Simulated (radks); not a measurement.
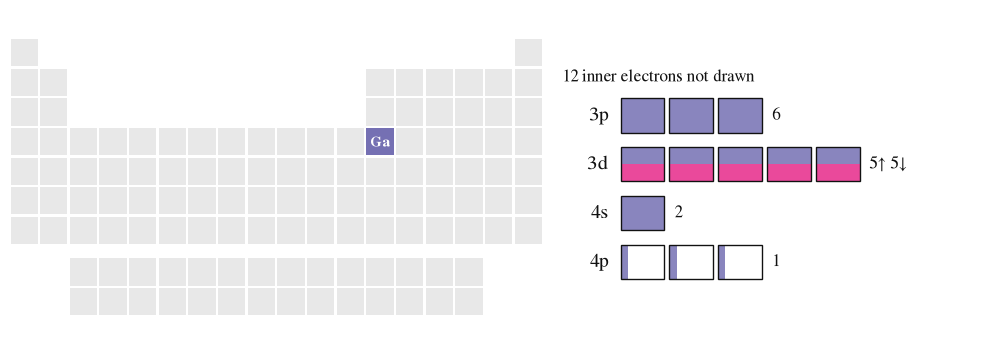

*Left, the place of gallium in the periodic table; right, the outer shells as the input fills them: a box for each of the 2l + 1 orbitals, shaded by the share of the shell that is filled, up spin in the upper half and down spin in the lower, with the electron count at the right.*

# Run report: Ga, atomic calculation

System: atomic gallium (Ga) in the configuration [Ar] 3d10 4s2 4p1 (high spin).
Method: scalar-relativistic Kohn-Sham, PBE, spin-polarised, spherical densities, finite nucleus (the in-house radial solver radks).

### Results in brief

| quantity | value |
| --- | --- |
| outcome | converged |
| total energy | −1943.9340 hartree |
| kinetic energy | 1976.9619 hartree |
| electron–nucleus energy | −4684.6617 hartree |
| Hartree energy | 839.243124 hartree |
| exchange–correlation energy | −75.477280 hartree |
| radius at density 0.001 e/bohr³ | 4.41 bohr |
| SCF iterations | 17 |
| hardware | 1 CPU thread, shared host |

### Input
```
Z 31
configuration [Ar] 3d5 3d5 4s2 4p1
relativity scalar-relativistic
functional pbe,pbe
spin polarised
nucleus finite rms 3.9973 fm
c 137.035999084
```

Energies in input and log are in hartree, lengths in bohr (the nuclear radius in fm).

### The program's output
```
1s      1   1.0000        -375.93715689
2s      1   1.0000         -46.38623432
2p      1   3.0000         -40.37881045
3s      1   1.0000          -5.44085656
3p      1   3.0000          -3.63050547
3d      1   5.0000          -0.70221558
4s      1   1.0000          -0.33875879
4p      1   1.0000          -0.10546225
1s      2   1.0000        -375.93649439
2s      2   1.0000         -46.38629978
2p      2   3.0000         -40.37847519
3s      2   1.0000          -5.44042336
3p      2   3.0000          -3.62987900
3d      2   5.0000          -0.69994954
4s      2   1.0000          -0.31322276
4p      2   0.0000          -0.07749223
Etot -1943.9339933003805
Ekin 1976.9618565798435
Encl -4684.661694305831
Eh 839.2431240267276
Exc -75.47727960112115
err 3.155298931500275e-09
it 17
```

### Orbitals

```
orbital  occupation  energy (eV)  ⟨r⟩ (bohr)  outer maximum (bohr)
  1s up           1     −10229.8     0.04860                0.0318
1s down           1     −10229.8     0.04860                0.0318
2s down           1      −1262.2      0.2178                 0.182
  2s up           1      −1262.2      0.2178                 0.182
  2p up           3      −1098.8      0.1907                 0.146
2p down           3      −1098.8      0.1907                 0.146
  3s up           1     −148.053      0.6518                 0.564
3s down           1     −148.041      0.6518                 0.564
  3p up           3      −98.791      0.6792                 0.567
3p down           3      −98.774      0.6790                 0.567
  3d up           5      −19.108      0.8125                 0.534
3d down           5      −19.047      0.8086                 0.533
  4s up           1       −9.218       2.350                  1.91
4s down           1       −8.523       2.334                  1.88
  4p up           1       −2.870       3.379                  2.55
4p down           0       −2.109       3.410                  2.53
```

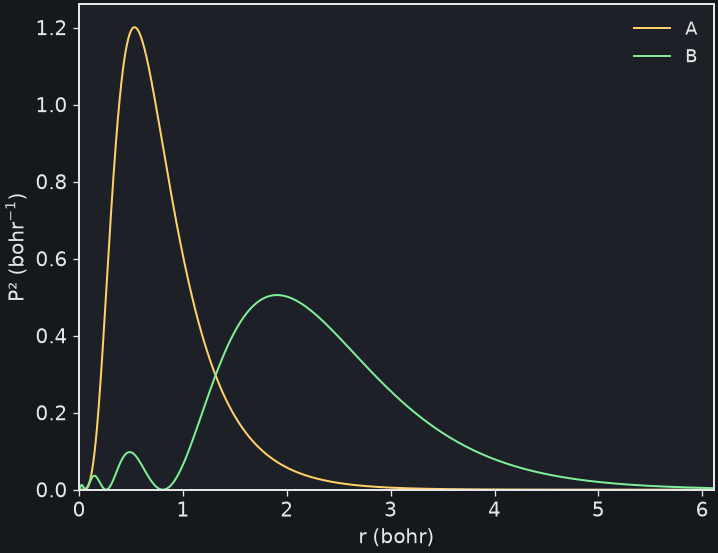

*The radial probability densities P² of 4s up and 3d up.*

A is 3d up; B is 4s up. 3d up: outer maximum at 0.534 bohr, ⟨r⟩ = 0.813 bohr, 0 nodes, eigenvalue −19.1 eV; 4s up: outer maximum at 1.91 bohr, ⟨r⟩ = 2.35 bohr, 3 nodes, eigenvalue −9.22 eV.

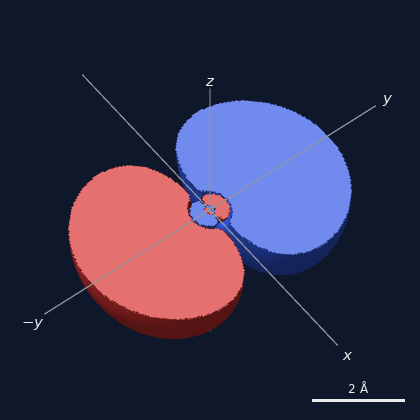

*The 4p(y) orbital of up spin. The surface of constant |ψ| that holds about 90 % of the electron is drawn, blue where ψ is positive and red where it is negative, with the half in front of the xy plane cut away and the cut face painted. The radial function comes from the spherical calculation and is multiplied by a real spherical harmonic; the overall sign is chosen so that the largest lobe of P(r) is positive; at the scalar-relativistic level it is the large component.*

It has the nodal plane xz and 2 radial nodes, at r = 0.234 and 0.869 bohr; only the outermost can be made out at this scale. The outermost maximum of P² lies at 2.55 bohr, ⟨r⟩ = 3.38 bohr, 90 % of the charge lies within 5.40 bohr, and the eigenvalue is −2.87 eV, with 1 electron in the shell for this spin.

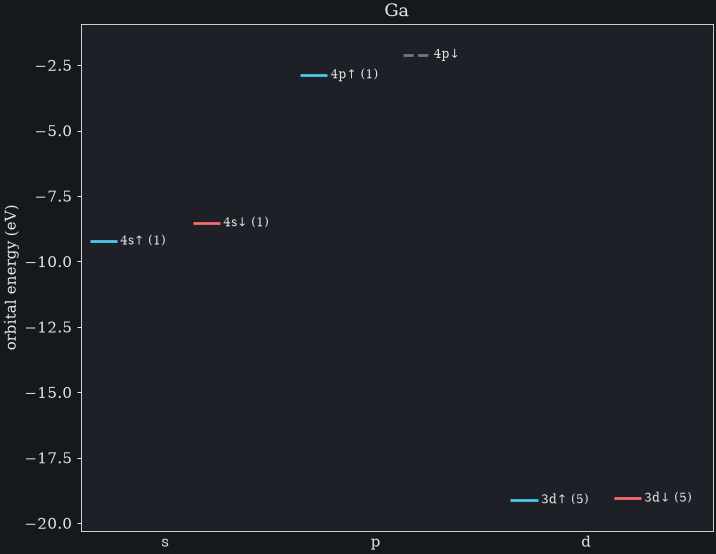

*The outer levels are drawn (occupations in brackets, up spins at the left of each column and down spins at the right, empty levels dashed).*

The highest occupied level is 4p up at −2.87 eV. The highest 3 occupied levels, from the top down, are 4p up (−2.87 eV), 4s down (−8.52 eV), 4s up (−9.22 eV). The lowest empty level drawn is 4p down at −2.11 eV. The largest exchange splitting (down less up) among the shells drawn in both spins is that of 4p, 0.761 eV.
